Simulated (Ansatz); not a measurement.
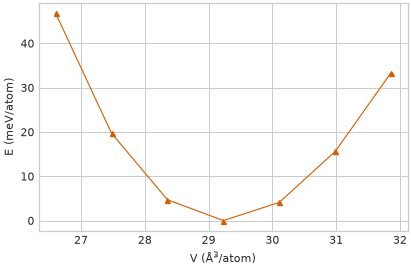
SnTePbSe in space group P4/mmm (No. 123; Sn on 1d, Te on 1c, Pb on 1a, Se on 1b) under volume change, the program Ansatz at the LDA level (PAW), shape and atoms relaxed at each volume.

Problem. What does a third-order Birch–Murnaghan fit give for V₀, B₀ and B′?

Solution. V₀ = 29.24 Å³/atom, B₀ = 53.1 GPa, B′ = 4.4.

The workflow started from a Materials Project entry (that database holds measured and hypothetical structures alike); the Crystallography Open Database copy checked does not list it. Whether it is the stable phase at ambient conditions was not checked. Symmetry was held in the LDA relaxation. At this level the phase is dynamically unstable (imaginary phonons). Spin–orbit coupling is left out wherever it is not named.

Potentials: the later of the program's two PAW sets.
